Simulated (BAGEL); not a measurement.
# singlet C2H6Al+, step by step

Aim: the energy (singlet C2H6Al+, HF/6-31G*), then the energy (doublet C2H6Al, NEVPT2(3,3)/6-31G*), then the energy (doublet C2H6Al, CASPT2(3,3)/6-31G*) of C2H6Al. 

The results are computed with BAGEL 1.2.2.

### Step 1. The molecule

C2H6Al+ has 9 atoms, charge +1, and is taken as a singlet. As SMILES of the parent species, `[CH3][Al][CH3]`. One bond was lengthened or shortened from a relaxed shape. That shape belongs to the parent species and isn't relaxed for this state.

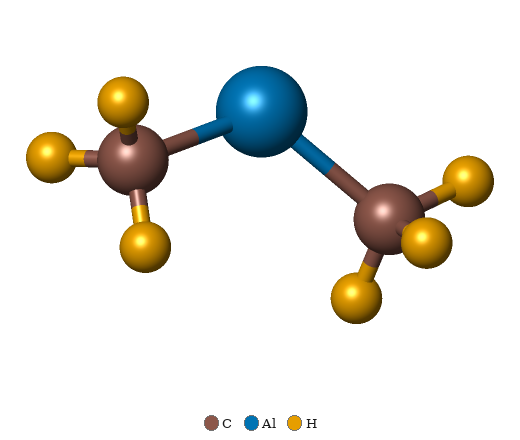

The structure, seen from a chosen angle (carbon brown, aluminium blue, hydrogen amber).

### Step 2. The energy at HF/6-31G(d) (density fitting with svp-jkfit, spherical functions) (run 1)

File job.json:

```json
{ "bagel" : [

{
  "title" : "molecule",
  "basis" : "6-31gs.json",
  "df_basis" : "svp-jkfit",
  "angstrom" : true,
  "geometry" : [
    { "atom" : "C", "xyz" : [   -0.941393,    1.154432,   -1.036978 ] },
    { "atom" : "Al", "xyz" : [    0.600307,    0.729332,    0.116422 ] },
    { "atom" : "C", "xyz" : [    0.746607,   -1.087568,    0.862322 ] },
    { "atom" : "H", "xyz" : [   -1.598493,    0.288332,   -1.164478 ] },
    { "atom" : "H", "xyz" : [   -0.612593,    1.484732,   -2.027378 ] },
    { "atom" : "H", "xyz" : [   -1.532193,    1.973832,   -0.615178 ] },
    { "atom" : "H", "xyz" : [    0.784607,   -1.814368,    0.041922 ] },
    { "atom" : "H", "xyz" : [   -0.152493,   -1.314068,    1.448022 ] },
    { "atom" : "H", "xyz" : [    1.748700,   -1.270300,    1.594400 ] }
  ]
},
{
  "title" : "hf",
  "charge" : 1
},
{
  "title" : "print",
  "file" : "orbitals.molden",
  "orbitals" : true
}

]}
```

The basis set 6-31G* is read from a file made from the Basis Set Exchange's data (not shown).

Launch:

```sh
BAGEL_NUM_THREADS=1 BAGEL job.json > job.out
```

Output:

```text
* using 1 threads per process

  ===============================================================
  ===============================================================

  *** Geometry ***

  { "atom" : "C", "xyz" : [     -1.778975,      2.181560,     -1.959604 ] },
  { "atom" : "Al", "xyz" : [      1.134416,      1.378238,      0.220006 ] },
  { "atom" : "C", "xyz" : [      1.410883,     -2.055206,      1.629552 ] },
  { "atom" : "H", "xyz" : [     -3.020714,      0.544869,     -2.200544 ] },
  { "atom" : "H", "xyz" : [     -1.157633,      2.805737,     -3.831189 ] },
  { "atom" : "H", "xyz" : [     -2.895425,      3.730002,     -1.162518 ] },
  { "atom" : "H", "xyz" : [      1.482692,     -3.428659,      0.079221 ] },
  { "atom" : "H", "xyz" : [     -0.288170,     -2.483229,      2.736365 ] },
  { "atom" : "H", "xyz" : [      3.304564,     -2.400519,      3.012979 ] },

  Number of auxiliary basis functions:      386

  Since a DF basis is specified, we compute 2- and 3-index integrals:
    o Being stored without compression. Storage requirement is 0.010 GB

  Number of basis functions:       58
  Number of electrons      :       31

    * METHOD: MOLECULE                             0.13

  *** RHF ***

  === Nuclear Repulsion ===
    88.2850260548

      * DIIS with orbital gradients will be used.

  === RHF iteration (6-31gs.json) ===
      0       -320.74182190          0.01683117           0.02
      1       -320.82251539          0.00689806           0.02
      2       -320.83624611          0.00166748           0.02
      3       -320.83743759          0.00021351           0.02
      4       -320.83746470          0.00006500           0.02
      5       -320.83746698          0.00001752           0.02
      6       -320.83746719          0.00000787           0.02
      7       -320.83746723          0.00000323           0.02
      8       -320.83746725          0.00000106           0.02
      9       -320.83746725          0.00000034           0.02
     10       -320.83746725          0.00000010           0.02
     11       -320.83746725          0.00000003           0.02
     12       -320.83746725          0.00000001           0.02
    * SCF iteration converged.

    * Permanent dipole moment:
           (   -0.957702,    -1.012603,    -0.258521) a.u.

    * METHOD: HF                                   0.36

    * METHOD: PRINT                                0.01

  ===============================================================
```

Wall time 0.64 s (1 thread of Arm Neoverse V1, shared host); peak memory 0.14 GiB.

### Step 3. Doublet neutral C2H6Al: a single-point energy at NEVPT2(3,3)/6-31G(d) (density fitting with svp-jkfit, spherical functions) (run 2)

File input.json:

```json
{ "bagel": [

{
  "title": "molecule",
  "basis": "6-31gs.json",
  "df_basis": "svp-jkfit",
  "angstrom": true,
  "geometry": [
    { "atom": "C", "xyz": [      -0.941393,       1.154432,      -1.036978 ] },
    { "atom": "Al", "xyz": [       0.600307,       0.729332,       0.116422 ] },
    { "atom": "C", "xyz": [       0.746607,      -1.087568,       0.862322 ] },
    { "atom": "H", "xyz": [      -1.598493,       0.288332,      -1.164478 ] },
    { "atom": "H", "xyz": [      -0.612593,       1.484732,      -2.027378 ] },
    { "atom": "H", "xyz": [      -1.532193,       1.973832,      -0.615178 ] },
    { "atom": "H", "xyz": [       0.784607,      -1.814368,       0.041922 ] },
    { "atom": "H", "xyz": [      -0.152493,      -1.314068,       1.448022 ] },
    { "atom": "H", "xyz": [       1.748700,      -1.270300,       1.594400 ] }
  ]
},

{ "title": "hf", "charge": 1 },

{ "title": "casscf", "nstate": 1, "nact": 3, "nclosed": 14, "nspin": 1, "active": [14, 16, 22], "maxiter": 200, "natocc": true },

{
  "title": "nevpt2",
  "nstate": 1,
  "nact": 3,
  "nclosed": 14,
  "nspin": 1,
  "active": [14, 16, 22],
  "maxiter": 200,
  "natocc": true,
  "ncore": 7
},

{ "title": "print", "file": "orbitals.molden", "orbitals": true }

]}
```

The basis set 6-31G* is read from a file made from the Basis Set Exchange's data (not shown).

Launch:

```sh
BAGEL_NUM_THREADS=1 BAGEL input.json > input.out
```

Output:

```text
* using 1 threads per process

  ===============================================================
  ===============================================================

  *** Geometry ***

  { "atom" : "C", "xyz" : [     -1.778975,      2.181560,     -1.959604 ] },
  { "atom" : "Al", "xyz" : [      1.134416,      1.378238,      0.220006 ] },
  { "atom" : "C", "xyz" : [      1.410883,     -2.055206,      1.629552 ] },
  { "atom" : "H", "xyz" : [     -3.020714,      0.544869,     -2.200544 ] },
  { "atom" : "H", "xyz" : [     -1.157633,      2.805737,     -3.831189 ] },
  { "atom" : "H", "xyz" : [     -2.895425,      3.730002,     -1.162518 ] },
  { "atom" : "H", "xyz" : [      1.482692,     -3.428659,      0.079221 ] },
  { "atom" : "H", "xyz" : [     -0.288170,     -2.483229,      2.736365 ] },
  { "atom" : "H", "xyz" : [      3.304564,     -2.400519,      3.012979 ] },

  Number of auxiliary basis functions:      386

  Since a DF basis is specified, we compute 2- and 3-index integrals:
    o Being stored without compression. Storage requirement is 0.010 GB

  Number of basis functions:       58
  Number of electrons      :       31

    * METHOD: MOLECULE                             0.13

  *** RHF ***

  === Nuclear Repulsion ===
    88.2850260548

      * DIIS with orbital gradients will be used.

  === RHF iteration (6-31gs.json) ===
      0       -320.74182190          0.01683117           0.02
      1       -320.82251539          0.00689806           0.02
      2       -320.83624611          0.00166748           0.02
      3       -320.83743759          0.00021351           0.02
      4       -320.83746470          0.00006500           0.02
      5       -320.83746698          0.00001752           0.02
      6       -320.83746719          0.00000787           0.02
      7       -320.83746723          0.00000323           0.02
      8       -320.83746725          0.00000106           0.02
      9       -320.83746725          0.00000034           0.02
     10       -320.83746725          0.00000010           0.02
     11       -320.83746725          0.00000003           0.02
     12       -320.83746725          0.00000001           0.02
    * SCF iteration converged.

    * Permanent dipole moment:
           (   -0.957702,    -1.012603,    -0.258521) a.u.

    * METHOD: HF                                   0.37

  ---------------------------
      CASSCF calculation
  ---------------------------

    ==== Active orbitals : =====
         Orbital 14
         Orbital 16
         Orbital 22
    ============================

    * nstate   :      1
    * nclosed  :     14
    * nact     :      3
    * nvirt    :     41
  === CASSCF iteration (6-31gs.json) ===

    * Using the second-order algorithm

      0  0      -321.06306231     1.33e-02      0.01

      1  0      -321.09215161     1.23e-03      0.12

      2  0      -321.10102032     1.14e-03      0.12

      3  0      -321.10392488     2.82e-04      0.12

      4  0      -321.10404753     6.85e-05      0.12

      5  0      -321.10405129     1.31e-05      0.12

      6  0      -321.10405138     2.64e-06      0.12

      7  0      -321.10405138     6.09e-07      0.13

      8  0      -321.10405138     1.55e-07      0.13

      9  0      -321.10405138     4.11e-08      0.12

     10  0      -321.10405138     1.12e-08      0.11

     11  0      -321.10405138     3.06e-09      0.09

    * Second-order optimization converged. *

     guess   0:   closed 1..                  open .1.

  === FCI iteration ===

      0  0      -321.08385337     5.56e-02      0.00
      1  0      -321.10404872     4.94e-04      0.00
      2  0      -321.10405134     6.23e-05      0.00
      3  0      -321.10405138     1.05e-05      0.00
      4  0      -321.10405138     7.69e-07      0.00
      5  0      -321.10405138     5.49e-09      0.00
      6  0      -321.10405138     1.47e-10      0.00
      7  0 *    -321.10405138     7.52e-16      0.00

     * ci vector, state   0, <S^2> = 0.7500
       2a.    -0.9927422853
       .a2    -0.1200947849

    * METHOD: CASSCF                               1.37

    * freezing 7 orbitals

  === DF-NEVPT2 calculation ===

    * 3-index integral transformation done
    * assembly done

      NEVPT2 correlation energy:   -0.2857180135      0.06

          (+0)     -0.2213219241
          (+0)'    -0.0162070705
          (+1)     -0.0092119560
          (+1)'    -0.0004526819
          (+2)     -0.0002590237
          (-1)     -0.0327271883
          (-1)'    -0.0004335854
          (-2)     -0.0051045837

      NEVPT2 total energy:       -321.3897693984

    * METHOD: NEVPT2                               0.11

    * METHOD: PRINT                                0.01

  ===============================================================
```

Wall time 2.1 s (1 thread of Arm Neoverse V1, shared host); peak memory 0.14 GiB.

### Step 4. Doublet neutral C2H6Al: the energy at CASPT2(3,3)/6-31G(d) (density fitting with svp-jkfit, spherical functions) (run 3)

File caspt2.json:

```json
{ "bagel": [

{
  "title": "molecule",
  "basis": "6-31gs.json",
  "df_basis": "svp-jkfit",
  "angstrom": true,
  "geometry": [
    { "atom": "C", "xyz": [      -0.941393,       1.154432,      -1.036978 ] },
    { "atom": "Al", "xyz": [       0.600307,       0.729332,       0.116422 ] },
    { "atom": "C", "xyz": [       0.746607,      -1.087568,       0.862322 ] },
    { "atom": "H", "xyz": [      -1.598493,       0.288332,      -1.164478 ] },
    { "atom": "H", "xyz": [      -0.612593,       1.484732,      -2.027378 ] },
    { "atom": "H", "xyz": [      -1.532193,       1.973832,      -0.615178 ] },
    { "atom": "H", "xyz": [       0.784607,      -1.814368,       0.041922 ] },
    { "atom": "H", "xyz": [      -0.152493,      -1.314068,       1.448022 ] },
    { "atom": "H", "xyz": [       1.748700,      -1.270300,       1.594400 ] }
  ]
},

{
  "title": "hf",
  "charge": 1
},

{
  "title": "casscf",
  "nstate": 1,
  "nact": 3,
  "nclosed": 14,
  "nspin": 1,
  "active": [14, 16, 22],
  "maxiter": 200,
  "natocc": true
},

{
  "title": "print",
  "file": "orbitals.molden",
  "orbitals": true
},

{
  "title": "smith",
  "method": "caspt2",
  "ms": true,
  "xms": true,
  "sssr": true,
  "shift": 0.2,
  "shift_imag": true,
  "ncore": 7
}

]}
```

The basis set 6-31G* is read from a file made from the Basis Set Exchange's data (not shown).

Launch:

```sh
BAGEL_NUM_THREADS=1 BAGEL caspt2.json > caspt2.out
```

Output:

```text
* using 1 threads per process

  ===============================================================
  ===============================================================

  *** Geometry ***

  { "atom" : "C", "xyz" : [     -1.778975,      2.181560,     -1.959604 ] },
  { "atom" : "Al", "xyz" : [      1.134416,      1.378238,      0.220006 ] },
  { "atom" : "C", "xyz" : [      1.410883,     -2.055206,      1.629552 ] },
  { "atom" : "H", "xyz" : [     -3.020714,      0.544869,     -2.200544 ] },
  { "atom" : "H", "xyz" : [     -1.157633,      2.805737,     -3.831189 ] },
  { "atom" : "H", "xyz" : [     -2.895425,      3.730002,     -1.162518 ] },
  { "atom" : "H", "xyz" : [      1.482692,     -3.428659,      0.079221 ] },
  { "atom" : "H", "xyz" : [     -0.288170,     -2.483229,      2.736365 ] },
  { "atom" : "H", "xyz" : [      3.304564,     -2.400519,      3.012979 ] },

  Number of auxiliary basis functions:      386

  Since a DF basis is specified, we compute 2- and 3-index integrals:
    o Being stored without compression. Storage requirement is 0.010 GB

  Number of basis functions:       58
  Number of electrons      :       31

    * METHOD: MOLECULE                             0.13

  *** RHF ***

  === Nuclear Repulsion ===
    88.2850260548

      * DIIS with orbital gradients will be used.

  === RHF iteration (6-31gs.json) ===
      0       -320.74182190          0.01683117           0.02
      1       -320.82251539          0.00689806           0.02
      2       -320.83624611          0.00166748           0.02
      3       -320.83743759          0.00021351           0.02
      4       -320.83746470          0.00006500           0.02
      5       -320.83746698          0.00001752           0.02
      6       -320.83746719          0.00000787           0.02
      7       -320.83746723          0.00000323           0.02
      8       -320.83746725          0.00000106           0.02
      9       -320.83746725          0.00000034           0.02
     10       -320.83746725          0.00000010           0.02
     11       -320.83746725          0.00000003           0.02
     12       -320.83746725          0.00000001           0.02
    * SCF iteration converged.

    * Permanent dipole moment:
           (   -0.957702,    -1.012603,    -0.258521) a.u.

    * METHOD: HF                                   0.37

  ---------------------------
      CASSCF calculation
  ---------------------------

    ==== Active orbitals : =====
         Orbital 14
         Orbital 16
         Orbital 22
    ============================

    * nstate   :      1
    * nclosed  :     14
    * nact     :      3
    * nvirt    :     41
  === CASSCF iteration (6-31gs.json) ===

    * Using the second-order algorithm

      0  0      -321.06306231     1.33e-02      0.01

      1  0      -321.09215161     1.23e-03      0.13

      2  0      -321.10102032     1.14e-03      0.12

      3  0      -321.10392488     2.82e-04      0.12

      4  0      -321.10404753     6.85e-05      0.13

      5  0      -321.10405129     1.31e-05      0.13

      6  0      -321.10405138     2.64e-06      0.13

      7  0      -321.10405138     6.09e-07      0.12

      8  0      -321.10405138     1.55e-07      0.12

      9  0      -321.10405138     4.11e-08      0.11

     10  0      -321.10405138     1.12e-08      0.10

     11  0      -321.10405138     3.06e-09      0.09

    * Second-order optimization converged. *

     guess   0:   closed 1..                  open .1.

  === FCI iteration ===

      0  0      -321.08385337     5.56e-02      0.00
      1  0      -321.10404872     4.94e-04      0.00
      2  0      -321.10405134     6.23e-05      0.00
      3  0      -321.10405138     1.05e-05      0.00
      4  0      -321.10405138     7.69e-07      0.00
      5  0      -321.10405138     5.49e-09      0.00
      6  0      -321.10405138     1.47e-10      0.00
      7  0 *    -321.10405138     7.52e-16      0.00

     * ci vector, state   0, <S^2> = 0.7500
       2a.    -0.9927422853
       .a2    -0.1200947849

    * METHOD: CASSCF                               1.38

    * METHOD: PRINT                                0.01

  === SMITH program ===

    * freezing 7 orbitals

    * Approximate memory requirement for SMITH calulation per MPI process:
      o Storage requirement for T-amplitude, lambda, and residual is 0.00 GB
      o Storage requirement for MO integrals is 0.00 GB
    * Calculating and saving rdm4f

    * Zeroth order energy : state  0       -1.1267706957

    * CASPT2 iteration is performed using orthogonal basis

      -------------------------------------------  CASPT2 iteration  ---------------------------------------------------
       #      aibj      arbs      arbi      airj      risj      airs      arst      rist         Etot      error   time
      ------------------------------------------------------------------------------------------------------------------

       0  -0.22081  -0.00619  -0.03444  -0.01017  -0.00038  -0.01448  -0.00043  -0.00043   -0.2873319  0.0021964   0.03
       1  -0.22097  -0.00624  -0.03455  -0.01029  -0.00041  -0.01492  -0.00045  -0.00047   -0.2883175  0.0004478   0.03
       2  -0.22099  -0.00625  -0.03454  -0.01030  -0.00041  -0.01494  -0.00045  -0.00047   -0.2883682  0.0001037   0.03
       3  -0.22099  -0.00625  -0.03455  -0.01029  -0.00042  -0.01494  -0.00045  -0.00047   -0.2883703  0.0000242   0.03
       4  -0.22099  -0.00625  -0.03455  -0.01029  -0.00042  -0.01494  -0.00045  -0.00047   -0.2883705  0.0000052   0.03
       5  -0.22099  -0.00625  -0.03455  -0.01029  -0.00042  -0.01494  -0.00045  -0.00047   -0.2883705  0.0000012   0.03
       6  -0.22099  -0.00625  -0.03455  -0.01029  -0.00042  -0.01494  -0.00045  -0.00047   -0.2883705  0.0000003   0.03

      ------------------------------------------------------------------------------------------------------------------

    * CASPT2 energy : state  0     -321.3943976106
        w/o shift correction       -321.3924218700
        reference weight              0.9009465766

    * METHOD: SMITH                                0.28

  ===============================================================
```

Run time: 2.3 s. Hardware: 1 thread of Arm Neoverse V1, shared host; peak memory 0.14 GiB.

### Step 5. Summary of results

| quantity | value |
| --- | --- |
| run 1, HF/6-31G*: total energy | -320.83747 Eh |
| run 1, HF/6-31G*: HOMO energy | -16.15 eV |
| run 1, HF/6-31G*: LUMO energy | -6.01 eV |
| run 1, HF/6-31G*: HOMO–LUMO gap | 10.14 eV |
| doublet neutral C2H6Al, run 2: total energy | -321.38977 Eh |
| doublet neutral C2H6Al, run 3: total energy | -321.39440 Eh |
